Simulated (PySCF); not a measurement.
Molecule: SMILES C[CH](C)[Cd][CH3]. Atoms near the plane z = 0.0 Å, at the GFN2-xTB optimised geometry (x, y, z in Å): Cd1 (-0.1, -1.3, 0.0), C2 (2.2, -1.3, 0.0), H3 (2.5, -1.2, -1.0), H4 (2.6, -2.2, 0.4), H5 (2.5, -0.5, 0.6), C6 (-1.6, 0.3, 0.0), H9 (-2.6, 0.1, -0.1), H11 (0.0, 1.5, -1.1).

Level of theory: PBE0/def2-TZVP, def2 effective core potentials past Kr (PySCF). The core electrons that the potentials of Cd replace are not part of the density. Cells within 0.4 Å of a nucleus heavier than hydrogen are left out (blank, or x). The values are rescaled to run from 0 to 1.

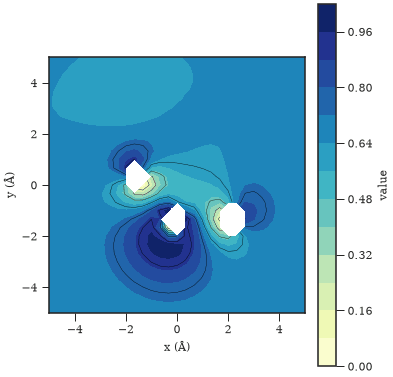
Figure. a field on the plane z = 0.0 Å.

Problem. Which quantity is mapped?
A. electron localisation function
B. an orbital amplitude
C. Laplacian of the electron density
D. deformation density (molecule minus spherical neutral atoms)

Solution. B, an orbital amplitude. In full: LUMO amplitude (bohr^(-3/2)).
